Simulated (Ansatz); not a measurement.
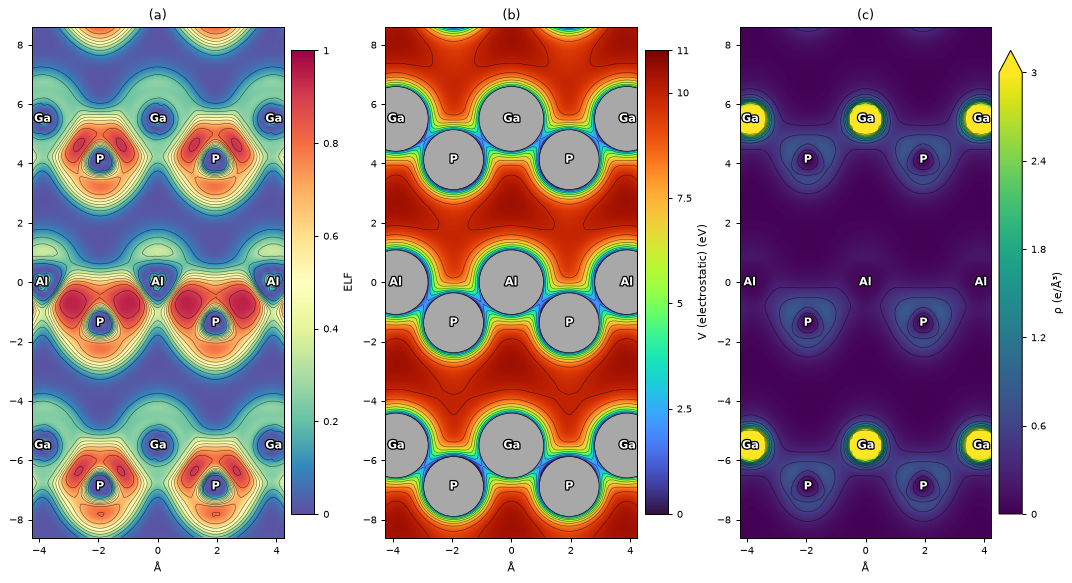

AlGa₂P₃. (a) electron localisation function; (b) electrostatic potential (local pseudopotential plus Hartree) felt by an electron; (c) valence pseudo-density on the (010) plane of the conventional cell. Grey discs cover the atomic cores in the potential map.

Space group I-4m2; a structure generated by program, which may or may not match a known phase.

Level of theory: Ansatz, DFT PBE, scalar-relativistic, plane waves, PAW.

Core electrons are frozen (PAW), and the valence fields are smoothed inside the atomic spheres.

### Describe what can be read from this map.

- The plane passes through Al, Ga and P nuclei.
- Al–P (2.38 Å): ρ at the midpoint is about 0.51 e/Å³; the ELF peaks at about 0.95 between the atoms; a shared electron pair.
- Ga–P (2.38 Å): the density is about 0.53 e/Å³ at the midpoint; the ELF peaks at about 0.90 in the valence shell of P, 0.9 Å from its nucleus, and is about 0.75 at the midpoint.
- Between the atoms the lowest density in this plane is 0.01 e/Å³.
- Outside the cores the potential energy rises away from the atoms and is highest about 2.3 Å from the nearest atoms; its zero is arbitrary.
